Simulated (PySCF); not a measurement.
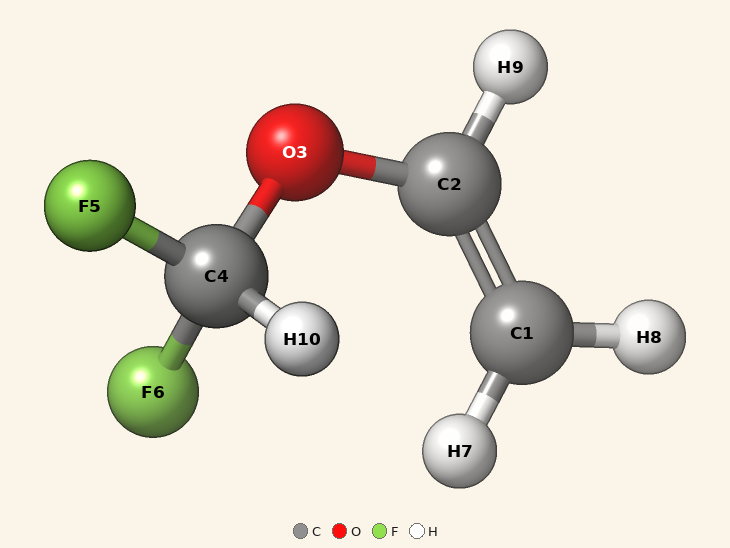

The computed structure is the end point of a PBE0-D3(BJ)/def2-SVP optimisation. No frequency run is at hand to confirm it as a minimum. Method: B3LYP/pcJ-1 indirect spin-spin coupling, non-relativistic, gas phase (PySCF 2.14.0). Isotopes: 13C, 19F, 1H, 17O.

Give the spin–spin coupling constants of these pairs, with the number of bonds between them: O3/F5, O3/F6, F5/F6, C2/F5.

```tsv
pair	bonds apart	J (Hz)
O3, F5	2	−51.4
O3, F6	2	−19.0
F5, F6	2	125.0
C2, F5	3	7.1
```

Density functionals are unreliable for couplings to fluorine, so those rows may be far off.
